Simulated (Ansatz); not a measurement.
The end point of a relaxation of CdS. All values below come from r2SCAN (plane waves to 500 eV, PAW, scalar-relativistic; Ansatz, a quantum-chemistry and plane-wave program).

F-43m (No. 216), cF8, zinc blende type; a = 5.8790 Å, b = 5.8790 Å, c = 5.8790 Å, α = 90.00°, β = 90.00°, γ = 90.00°.

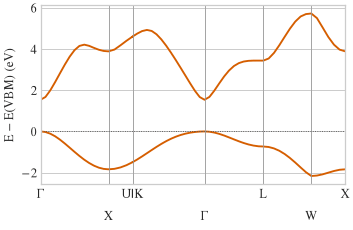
Figure: Highest filled and lowest empty band along the path of this cell's Brillouin zone

Question: Read off the gap and say whether it is direct.

Answer: 1.54 eV, direct at Γ (no spin-orbit coupling).

Question: How far does the top valence band disperse along this path?

Answer: About 2.2 eV.

No spin polarisation in the result.

Measured for CdS: a 5.832 Å (room temperature; as listed in arXiv:1206.3780); gap 2.48 eV (0 K or low temperature; as listed in arXiv:1206.3780). Computed minus measured — a: r2SCAN +0.8 %; gap: r2SCAN -0.94 eV. The computed values are for a static lattice, and a measured gap can be an optical one, lowered by exciton binding.

It was reached from a disturbed copy of a P-6m2 (No. 187) cell (AFLOW prototype AB_hP2_187_d_a (B_h, as in WC)), against which it lies -0.300 eV/atom.
